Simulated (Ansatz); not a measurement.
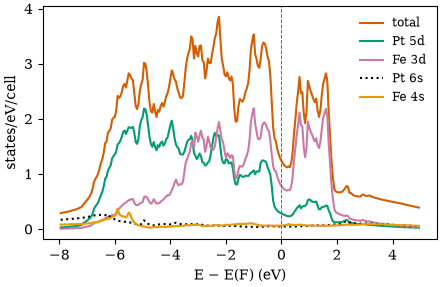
Total and projected density of states of FePt (L1₀ or tetragonal B2, P4/mmm), the program Ansatz at the PBEsol level (PAW)

**Question.** Which orbitals carry the states next to the Fermi level?

**Answer.** Within 0.5 eV of the Fermi level: Fe 3d 63 %, Pt 5d 26 %. Projections are on Löwdin-orthogonalised atomic valence shells; empty p or d shells of many metals are not among them.

**Question.** Where is the tallest occupied peak in this window, and what makes it?

**Answer.** Near -2.2 eV, about 3.9 states/eV per cell; the largest projected share is Fe 3d.

The cell was relaxed with PBEsol under the symmetry of its start. Magnetic state: ferromagnetic, chosen from 5 collinear starts compared on coarse meshes (ties went to the first, and starts can fall back to one state), not a proven ground state. Textbook magnetic order: ferromagnetic. Spin–orbit coupling is left out wherever it is not named.

Potentials: the later of the program's two PAW sets.
